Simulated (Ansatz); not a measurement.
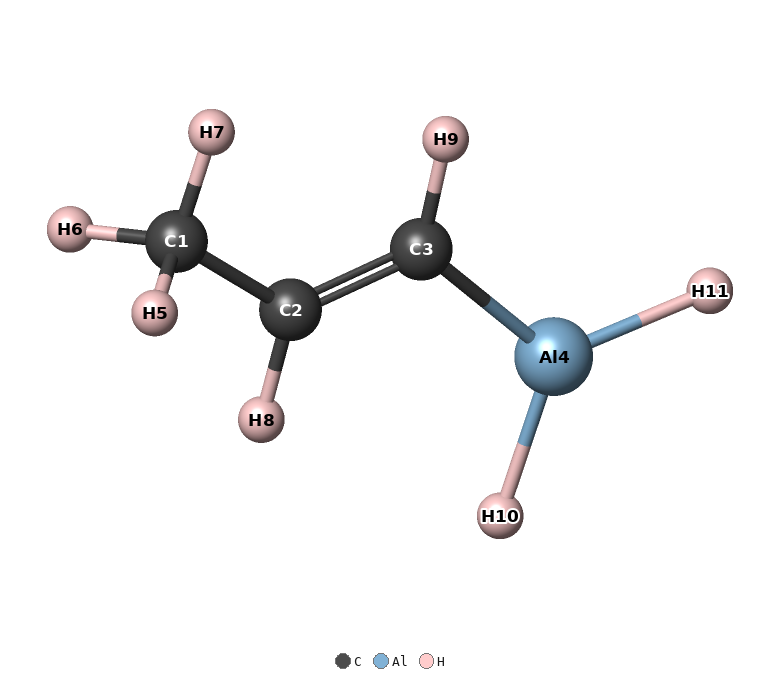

Sticks follow a distance rule. Harmonic vibrations computed with RKS PBE0-D4/def2-TZVP (Ansatz 0.2.0) at a stationary point of the same level.

Question: Minimum or transition state?

Answer: A minimum: no imaginary frequency, and the lowest mode lies at 129 cm⁻¹.

Question: How many vibrational modes are there, and where do they lie?

Answer: 27 modes: 129, 154, 181, 231, 385, 507, 602, 722, 742, 788, 947, 1033, 1072, 1085, 1240, 1349, 1392, 1466, 1468, 1660, 1909, 1917, 3035, 3091, 3100, 3110, 3137 cm⁻¹.
